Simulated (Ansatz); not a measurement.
# Fields on a plane of TiAl (CuAu type, space group P4/mmm)

```
CELL_PARAMETERS angstrom
      2.79703     0.00000     0.00000
      0.00000     2.79703     0.00000
      0.00000     0.00000     4.03197
ATOMIC_POSITIONS crystal
  Al 0.50000 0.50000 0.50000
  Ti 0.00000 0.00000 0.00000
```

The slice is a (010) plane (indices of the conventional cell) through the point (0.000, 0.000, 0.000) (fractional), spanned by u = [100] and v = [001] in vectors of this cell: u (2.80 Å) and v (4.03 Å, at 90° to u). It covers one period; positions are fractions (u, v).

Atoms on it: Ti at (0.00, 0.00).

Computed with PBEsol (plane waves to 420 eV, PAW, scalar-relativistic; Ansatz, a first-principles code). k mesh 17×17×12. Inside the PAW spheres the values are not all-electron values, and peaks at nuclei hang on which shells count as valence. The PAW data are Ansatz's earlier set. TiAl is run without spin polarisation. TiAl was relaxed with its symmetry unable to fall.

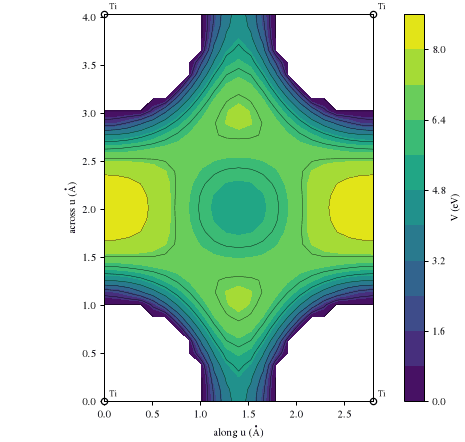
Figure: Electrostatic potential energy of an electron, from the cell's mean, in eV, one period of the plane, atoms marked. Points within 1 Å of a nucleus are left white, as the pseudised field means little there. Values under 0 eV are set to 0. The zero, the cell's mean, hangs on the PAW cores.

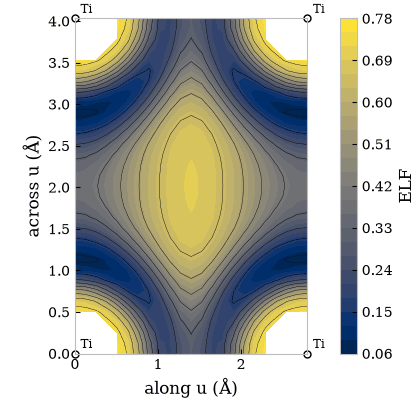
Figure: Electron localisation function (ELF), one period of the plane, atoms marked. Points within 0.5 Å of a nucleus are left white, as the pseudised field means little there.

The density on the Ti–Ti line (2.80 Å) at its midpoint comes out as 0.24 e/Å³. The ELF at that point comes out as 0.30.
